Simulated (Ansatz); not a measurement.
# C2H4OSi: rotation by 180° about the C2–C3 bond, part 2 of 2

Wanted: the energy profile along the rotation by 180° about the C2–C3 bond, from relaxed end points and a band of images. SMILES of the start: O=CC=[SiH2].

Ansatz 0.2.0; RKS CAM-B3LYP-D4/def2-SVP. Earlier steps stand in the parts before.

## (5) The band, image by image

The 7 inner images lie between the fixed ends 0 and 8. Energy is taken from image 0, and the path length is the program's own coordinate along the band.

```
image  path (Å)  energy (eV)  dihedral O1–C2–C3–Si4 (°)  band force (eV/Å)
    0     0.000       0.0000                        180                  -
    1     0.478       0.0531                       -157              0.027
    2     0.956       0.1906                       -136              0.010
    3     1.433       0.3461                       -115              0.012
   4*     1.911       0.4168                        -94              0.021
    5     2.437       0.3288                        -70              0.010
    6     2.962       0.1460                        -45              0.019
    7     3.488       0.0078                        -22              0.005
    8     4.013      -0.0334                          0                  -
```

The star marks the climbing image.

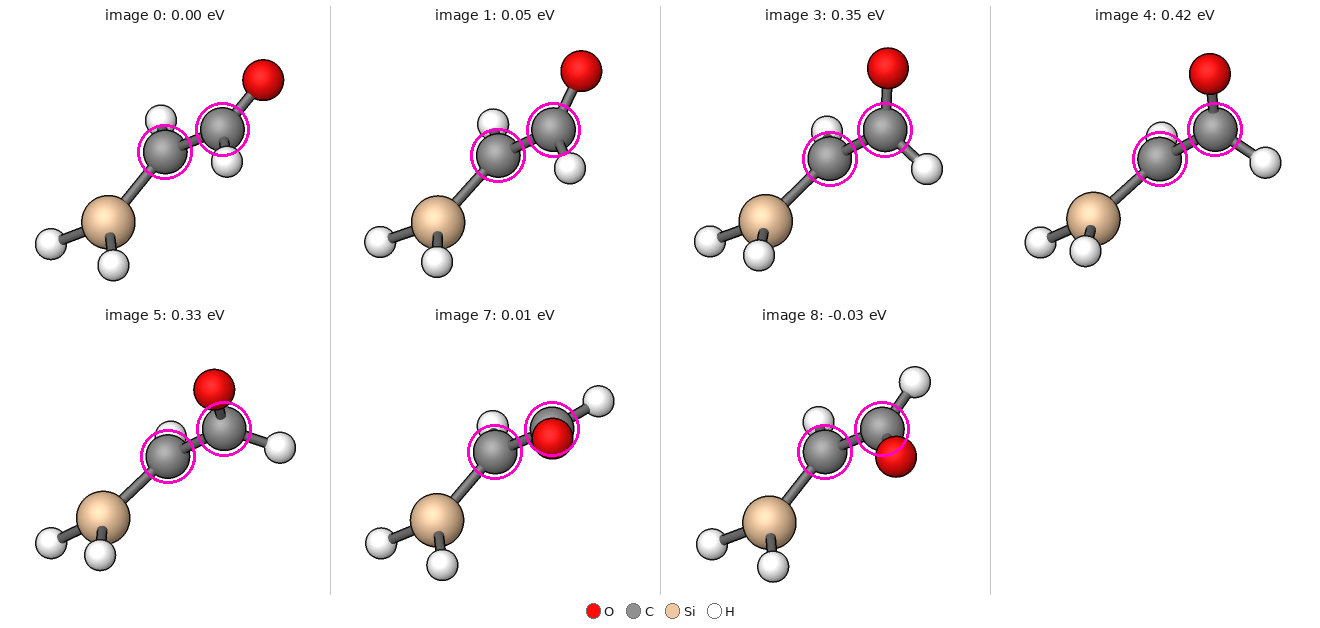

Snapshots along the band, viewed from a free direction. Ringed: C2, C3. Sticks join atoms closer than a bonding distance in each image.

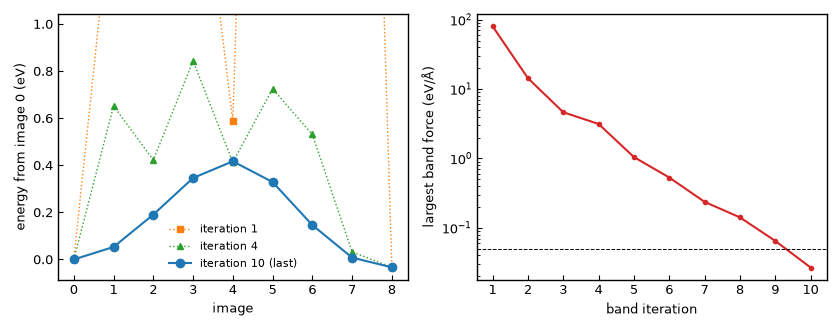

Left: energy of each image for early iterations and the last one (lines only join the points; early values far above the last band run off the scale). Right: the largest band force by iteration, with the threshold dashed.

The top of the band by iteration:

```
iteration  highest image above image 0 (eV)  largest band force (eV/Å)
        1                           13.5213                     80.660
        2                            3.2338                     14.371
        3                            1.4146                      4.639
        4                            0.8435                      3.143
        5                            0.4147                      1.048
        6                            0.4139                      0.531
        7                            0.4132                      0.237
        8                            0.4170                      0.141
        9                            0.4169                      0.065
       10                            0.4168                      0.027
```

The band as a trajectory file:

```xyz
8
image=0 dE=0.0000
O     1.743    1.779   -0.428
C     0.760    1.081   -0.502
C     0.455   -0.029    0.398
Si   -0.950   -0.999    0.263
H     0.000    1.265   -1.307
H     1.196   -0.209    1.184
H    -1.241   -2.117    1.183
H    -1.963   -0.772   -0.791
8
image=1 dE=0.0531
O     1.868    1.561   -0.611
C     0.758    1.101   -0.497
C     0.397    0.029    0.432
Si   -0.958   -1.004    0.260
H    -0.079    1.501   -1.125
H     1.131   -0.166    1.221
H    -1.201   -2.133    1.180
H    -1.917   -0.889   -0.859
8
image=2 dE=0.1906
O     1.892    1.339   -0.829
C     0.755    1.119   -0.496
C     0.361    0.056    0.445
Si   -0.956   -1.017    0.251
H    -0.077    1.755   -0.895
H     1.077   -0.140    1.250
H    -1.183   -2.139    1.185
H    -1.869   -0.973   -0.911
8
image=3 dE=0.3461
O     1.815    1.158   -1.066
C     0.756    1.132   -0.496
C     0.341    0.058    0.442
Si   -0.941   -1.046    0.230
H     0.024    1.967   -0.639
H     1.012   -0.092    1.296
H    -1.188   -2.139    1.193
H    -1.819   -1.039   -0.960
8
image=4 dE=0.4168
O     1.658    1.033   -1.288
C     0.762    1.135   -0.495
C     0.331    0.056    0.440
Si   -0.905   -1.089    0.197
H     0.196    2.099   -0.408
H     0.917   -0.003    1.366
H    -1.206   -2.127    1.203
H    -1.753   -1.105   -1.014
8
image=5 dE=0.3288
O     1.302    0.968   -1.568
C     0.777    1.113   -0.496
C     0.375    0.022    0.424
Si   -0.890   -1.094    0.178
H     0.536    2.145   -0.127
H     0.935   -0.022    1.365
H    -1.220   -2.114    1.195
H    -1.815   -1.018   -0.971
8
image=6 dE=0.1460
O     0.826    1.009   -1.707
C     0.780    1.084   -0.503
C     0.426   -0.008    0.413
Si   -0.897   -1.067    0.178
H     0.975    2.064    0.004
H     1.011   -0.081    1.335
H    -1.228   -2.104    1.180
H    -1.893   -0.897   -0.898
8
image=7 dE=0.0078
O     0.371    1.182   -1.636
C     0.772    1.073   -0.498
C     0.456   -0.031    0.406
Si   -0.928   -1.021    0.194
H     1.419    1.872   -0.055
H     1.110   -0.176    1.271
H    -1.233   -2.111    1.146
H    -1.966   -0.790   -0.829
8
image=8 dE=-0.0334
O     0.081    1.439   -1.420
C     0.770    1.078   -0.490
C     0.458   -0.033    0.404
Si   -0.966   -0.977    0.227
H     1.728    1.613   -0.266
H     1.168   -0.253    1.206
H    -1.249   -2.094    1.154
H    -1.991   -0.774   -0.813
```

## (6) Vibrations at the top

The geometry is the highest inner image of the first converged band.

Input file input.yaml:

```yaml
crystal:
  periodic: [false, false, false]
  atoms:
    - { symbol: O, position_ang: [1.657765, 1.033073, -1.288391] }
    - { symbol: C, position_ang: [0.761988, 1.135408, -0.494925] }
    - { symbol: C, position_ang: [0.331493, 0.056202, 0.440077] }
    - { symbol: Si, position_ang: [-0.905258, -1.088667, 0.19653] }
    - { symbol: H, position_ang: [0.195741, 2.099397, -0.407819] }
    - { symbol: H, position_ang: [0.916759, -0.002961, 1.366078] }
    - { symbol: H, position_ang: [-1.205761, -2.127281, 1.202805] }
    - { symbol: H, position_ang: [-1.752718, -1.105173, -1.014356] }
basis:
  gaussian: { orbitals: def2-SVP }
hamiltonian:
  xc: cam_b3lyp
  dispersion: d4
phonons: {}
```

Launch:

```
ansatz run input.yaml --threads 2 --pin off --max-ram 3072MiB --backend cpu --events-out ev --progress --plain --runs-dir out
```

The log of the run (excerpt; [...] marks lines left out):

```text
Warning: RAYON_NUM_THREADS=2 ignored (pool sized by the plan → 2); use --threads N
[...]
Functional definition: CAM-B3LYP
[...]
862 factors; integrals over basis functions are off by at most 3.6e-4 eV
296 factors; integrals over basis functions are off by at most 1.1e-6 eV
[...]
mean field -12053.96109531 eV, -442.9748997844 hartree, gradient 2.9e-5 eV, S^2 0.000000; 0 other end points of the search recorded, 0 dependent functions left out
[...]
reference -12053.96120021 eV, -442.9749036392 hartree; 19, 19 occupied and 61, 61 virtual orbitals, 862 factors
[...]
862 factors; integrals over basis functions are off by at most 3.6e-4 eV
296 factors; integrals over basis functions are off by at most 1.1e-6 eV
mean field -12053.96096664 eV, -442.9748950557 hartree, gradient 1.4e-6 eV, S^2 0.000000; 0 other end points of the search recorded, 0 dependent functions left out
[...]
reference -12053.96107153 eV, -442.9748989104 hartree; 19, 19 occupied and 61, 61 virtual orbitals, 862 factors
[...]
WARN: phonons: modes at or below zero, which the zero-point energy, F, S and C_V leave out: 1, the lowest at -249.95 cm⁻¹. A minimum has none, and a first-order saddle one
[...]
Total energy: -12054.09197629 eV, -442.9797095718 hartree
Atom 0 at     1.657765     1.033073    -1.288391 Å, force     0.004933    -0.001391    -0.009739 eV/Å
Atom 1 at     0.761988     1.135408    -0.494925 Å, force    -0.002041    -0.001177     0.020670 eV/Å
Atom 2 at     0.331493     0.056202     0.440077 Å, force    -0.001843     0.008330    -0.011867 eV/Å
Atom 3 at    -0.905258    -1.088667     0.196530 Å, force     0.001586    -0.000588     0.001079 eV/Å
Atom 4 at     0.195741     2.099397    -0.407819 Å, force    -0.000001    -0.000866    -0.002520 eV/Å
Atom 5 at     0.916759    -0.002961     1.366078 Å, force    -0.002934    -0.003161     0.000911 eV/Å
Atom 6 at    -1.205761    -2.127281     1.202805 Å, force     0.001394     0.000292     0.000854 eV/Å
Atom 7 at    -1.752718    -1.105173    -1.014356 Å, force    -0.001094    -0.001439     0.000612 eV/Å
Dipole moment:    -0.517174    -0.213009     0.353473 e Å
Vibrations: -249.95 194.96 296.66 515.52 575.88 656.75 704.25 862.15 951.48 961.01 1103.21 1310.73 1413.97 1863.61 2303.71 2325.30 2904.79 3175.98 cm⁻¹, zero-point energy 1.371262 eV
```

It took 42 s on 2 threads of Intel Xeon Platinum 8488C (Sapphire Rapids), shared host; peak memory 0.19 GiB.

Of 18 modes, 1 is imaginary by more than 30 cm⁻¹ (250i cm⁻¹).

## (7) What came out

What follows sums up all 2 parts.

| quantity | value |
| --- | --- |
| end A | 5 moves, 0.094 eV lower |
| end B | 4 moves, 0.091 eV lower |
| barrier forwards | 0.42 eV |
| barrier backwards | 0.45 eV |
| second end relative to first | -0.033 eV |
| highest image | 4 of 0 to 8, climbing |
| band iterations | 10 |
| imaginary modes at the top | 250i cm⁻¹ |

In words: Along this path the system climbs 0.42 eV from the first end (16 kT at 300 K), which at an assumed attempt frequency of 10^13 s⁻¹ means a rate near 10^6 s⁻¹. Going back costs 0.45 eV, since the second end is 0.033 eV below the first. The listed dihedral goes from 180° at end A through -94° at the highest image to 0° at end B. One imaginary mode, as a first-order saddle point has. These are electronic energies, with no zero-point or thermal terms.
